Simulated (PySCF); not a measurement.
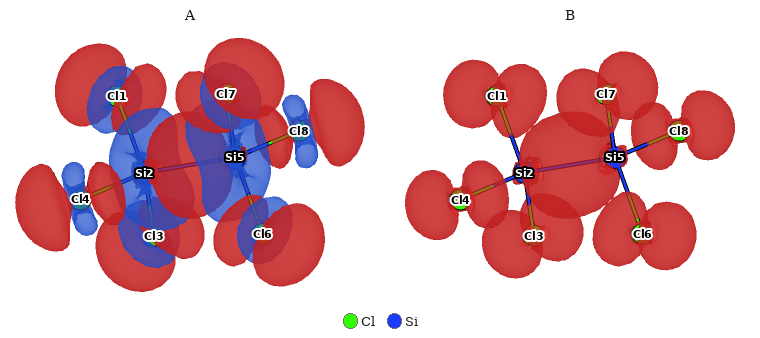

Figure. Cl6Si2, SMILES `Cl[Si](Cl)(Cl)[Si](Cl)(Cl)Cl`. The Fukui function f⁻ from two separate SCF calculations and the density of the HOMO, at ±0.01 e/Å³ (red positive, blue negative).

Computed with PySCF, HF/6-31+G*, geometry: GFN2-xTB. No frequency check shows the geometry to be a minimum. GFN2-xTB bond lengths at metals and heavier atoms can be off by up to 0.1 Å and shapes distorted, which carries into these values.

Cartesian coordinates (Å):

```
Cl1     -1.8816    1.8883    0.0034
Si2     -1.1697   -0.0002   -0.0000
Cl3     -1.8817   -0.9412   -1.6370
Cl4     -1.8817   -0.9470    1.6336
Si5      1.1697    0.0002   -0.0000
Cl6      1.8816   -1.8883    0.0034
Cl7      1.8817    0.9470    1.6336
Cl8      1.8817    0.9412   -1.6370
```

Which panel is which, and how good is the frozen-orbital picture?

Answer. A is f⁻ (it has negative regions), B the HOMO density. The HOMO lies on Si2 and Si5 (19 % each) and Cl1, Cl3, Cl4, Cl6, Cl7 and Cl8 (10 % each); f⁻ (Hirshfeld-condensed) is largest on Cl1, Cl3, Cl4, Cl6, Cl7 and Cl8 (0.13 each) and Si2 and Si5 (0.11 each); the vertical ionisation energy is 10.99 eV (the stability of the cation's solution wasn't checked). Relaxation shifts 16 % of the electron between atoms. The orbital energy is −11.95 eV.

The PySCF run took 75 s on 1 thread of AMD EPYC 7571 (shared host), peak memory 0.61 GiB.
